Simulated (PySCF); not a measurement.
**CH4F2NV (SMILES [CH3][V](=[NH])([F])[F]): levels of theory compared**

Aim: a comparison of 3 runs (PBE0/6-31G*, TPSS/6-31G*, r2SCAN/6-31G*) of CH4F2NV. 

The results are computed with PySCF 2.14.0.

### Step 1. The structure to begin with

CH4F2NV: 9 atoms, total charge 0, spin state singlet. SMILES: `[CH3][V](=[NH])([F])[F]`. One bond was lengthened or shortened from a relaxed shape.

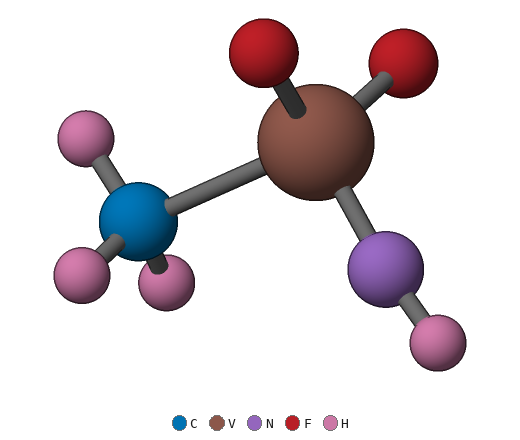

The structure, seen from a chosen angle (carbon blue, vanadium brown, nitrogen purple, fluorine red, hydrogen pink).

### Step 2. A single-point energy at PBE0/6-31G(d) (spherical functions) (run 1)

Contents of run.py:

```python
from pyscf import gto, dft

molecule = gto.M(
    atom='''
C     -2.738744     0.153531    -0.926383
V      1.549764     0.170264    -0.284215
N      1.755367    -0.791039     2.573240
F      2.837424    -1.998763    -2.371795
F      2.547351     3.275273    -0.576555
H     -3.471769    -1.754904    -0.664845
H     -3.014833     0.789991    -2.875636
H     -3.639577     1.445914     0.403228
H      2.104777    -1.386114     4.355252
''',
    max_memory=1860,
    verbose=4,
    basis='6-31g*',
    spin=0,
    unit='bohr',
)

ks = dft.RKS(molecule)
ks.xc = 'pbe0'
ks.grids.level = 5
ks.conv_tol = 1e-10
ks.kernel()
if not ks.converged:
    ks = ks.newton().run(ks.mo_coeff, ks.mo_occ)

e_tot = ks.e_tot
print('E = %.10f Eh' % e_tot)
```

Launch:

```console
$ OMP_NUM_THREADS=1 python run.py
```

The program printed:

```text
PySCF version 2.14.0

[... 82 lines left out ...]
converged SCF energy = -1238.43742788172
E = -1238.4374278817 Eh
```

Run time: 73 s. Hardware: 1 thread of Intel Xeon at 2.50GHz (Skylake/Cascade Lake), shared host; peak memory 0.51 GiB.

### Step 3. A single-point energy at TPSS/6-31G(d) (spherical functions) (run 2)

Contents of job.py:

```python
from pyscf import gto, dft

molecule = gto.Mole()
molecule.atom = '''
C       -1.449281       0.081245      -0.490221
V        0.820100       0.090100      -0.150400
N        0.928900      -0.418600       1.361700
F        1.501500      -1.057700      -1.255100
F        1.348000       1.733200      -0.305100
H       -1.837181      -0.928655      -0.351821
H       -1.595381       0.418045      -1.521721
H       -1.925981       0.765145       0.213379
H        1.113800      -0.733500       2.304700
'''
molecule.verbose = 4
molecule.max_memory = 1860
molecule.spin = 0
molecule.basis = '6-31g*'
molecule.build()

myscf = dft.RKS(molecule)
myscf.xc = 'tpss'
myscf.conv_tol = 1e-10
myscf.grids.level = 5
myscf.kernel()
if not myscf.converged:
    myscf = myscf.newton().run(myscf.mo_coeff, myscf.mo_occ)

e_tot = myscf.e_tot
print('Final energy', e_tot)
```

Launch:

```console
$ OMP_NUM_THREADS=1 python job.py
```

The program printed:

```text
PySCF version 2.14.0

[... 86 lines left out ...]
converged SCF energy = -1239.06916123782
Final energy -1239.0691612378203
```

Run time: 2 min. Hardware: 1 thread of Intel Xeon at 2.50GHz (Skylake/Cascade Lake), shared host; peak memory 0.53 GiB.

### Step 4. The energy at r2SCAN/6-31G(d) (spherical functions) (run 3)

Contents of calc.py:

```python
from pyscf import gto, dft

system = gto.M(
    atom='''
C     -2.738744     0.153531    -0.926383
V      1.549764     0.170264    -0.284215
N      1.755367    -0.791039     2.573240
F      2.837424    -1.998763    -2.371795
F      2.547351     3.275273    -0.576555
H     -3.471769    -1.754904    -0.664845
H     -3.014833     0.789991    -2.875636
H     -3.639577     1.445914     0.403228
H      2.104777    -1.386114     4.355252
''',
    verbose=4,
    unit='bohr',
    spin=0,
    max_memory=1860,
    basis='6-31g*',
)

mf = dft.RKS(system, xc='r2scan')
mf.conv_tol = 1e-10
mf.grids.level = 5
mf.kernel()
if not mf.converged:
    mf = mf.newton().run(mf.mo_coeff, mf.mo_occ)

e_tot = mf.e_tot
print('E = %.10f Eh' % e_tot)
```

Launch:

```console
$ OMP_NUM_THREADS=1 python calc.py
```

The program printed:

```text
PySCF version 2.14.0

[... 88 lines left out ...]
converged SCF energy = -1238.82161294173
E = -1238.8216129417 Eh
```

Wall time 1.9 min (1 thread of Intel Xeon at 2.50GHz (Skylake/Cascade Lake), shared host); peak memory 0.53 GiB.

### Step 5. Overview of the runs

| run | level | energy (Eh) | dipole moment (D) | HOMO energy (eV) | LUMO energy (eV) | wall time |
| --- | --- | --- | --- | --- | --- | --- |
| 1 | PBE0/6-31G* (spherical functions) | -1238.437428 | 1.92 | -7.96 | -2.69 | 73 s |
| 2 | TPSS/6-31G* (spherical functions) | -1239.069161 | 1.61 | -6.61 | -3.68 | 2 min |
| 3 | r2SCAN/6-31G* (spherical functions) | -1238.821613 | 1.71 | -6.89 | -3.76 | 1.9 min |

### Step 6. Outcome

```
            quantity           value
 run 3: total energy  -1238.82161 Eh
run 3: dipole moment          1.71 D
  run 3: HOMO energy        -6.89 eV
  run 3: LUMO energy        -3.76 eV
run 3: HOMO–LUMO gap         3.13 eV
```

What this shows: The dipole moment (its size) runs from 1.61 D (TPSS/6-31G*) to 1.92 D (PBE0/6-31G*). The HOMO–LUMO gap runs from 2.93 eV (TPSS/6-31G*) to 5.26 eV (PBE0/6-31G*). Totals of different functionals can't be ranked against each other. All runs together took 5.2 min, the longest 2 min.
